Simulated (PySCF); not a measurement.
Consider Cl3HSi (trichlorosilane).

The calculation's input:

```
{"job": {"kind": "sp", "xc": "M06-2X", "basis": "def2-TZVP", "grid": 3}, "charge": 0, "multiplicity": 1}
Cl    -0.941991     1.656371    -0.632969
Si     0.003295     0.005131     0.112724
Cl    -0.982264    -1.673884    -0.510094
Cl     1.920264    -0.036592    -0.591041
H      0.017633     0.056608     1.587883
```

Launched as:

```sh
OMP_NUM_THREADS=1 python redox_run.py task.json out
```

Geometry: PBE0-D3(BJ)/def2-SVP.

These are results of DFT single point, gas phase, functional M06-2X in PySCF 2.14.0, density-fitted response routines, not measurements.

What can the converged electron density and electron localisation function tell about the bonding?

Si–Cl (2.04 Å): ρ is about 0.93 e/Å³ halfway; the ELF peaks at about 0.85 between the atoms (a shared but strongly polarised pair).

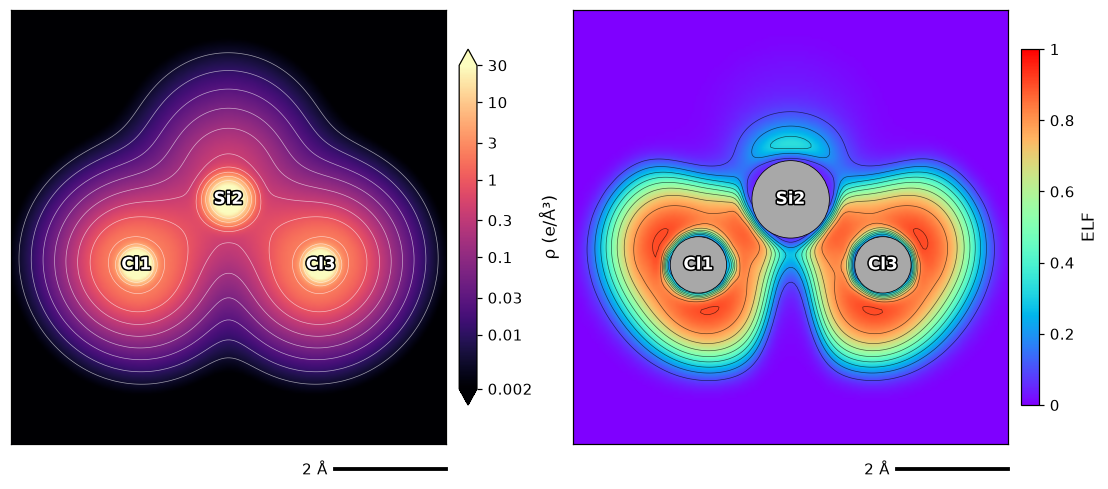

Computed electron density and electron localisation function on the plane of atoms Cl1, Si2 and Cl3, in this order. Grey discs cover the atomic cores in the ELF map. 
